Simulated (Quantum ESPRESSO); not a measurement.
# Dipole at the next field: honeycomb PAs, 1 layer

How the rows were computed: Quantum ESPRESSO 7.5, RPBE, GBRV ultrasoft, PBE files; sawtooth field along the normal with dipole correction, ions clamped, threshold 1e-9 Ry; cell area 10.332 Å².

| field (V/Å) | dipole (e Å a cell) |
| --- | --- |
| 0 | −0.02986 |
| 0.1 | −0.00779 |
| 0.2 | 0.01432 |

**Question.** What is the dipole at −0.2 V/Å, and what electrostatic thickness 4πα/A follows from the rows?

**Fit.** The slope is (0.01432 − (−0.02986))/0.2 = 0.2209 e Å²/V, so 4πα/A = 180.95 × 0.2209/10.332 = 3.87 Å. Linear response gives p = −0.02986 + 0.2209 × (−0.2) = −0.07404 e Å; a parabola through the three rows gives −0.07388.

What the calculation gave: p = −0.07387 e Å. The line misses by 0.4 % of the induced dipole and the parabola by 0.0 %. The response is linear over this range.

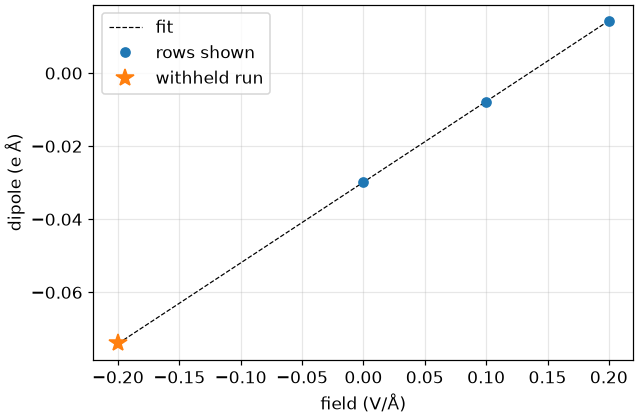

The rows shown, the fit and the withheld run.

**Limits.** Electrons alone respond; local and semilocal functionals tend to overscreen.
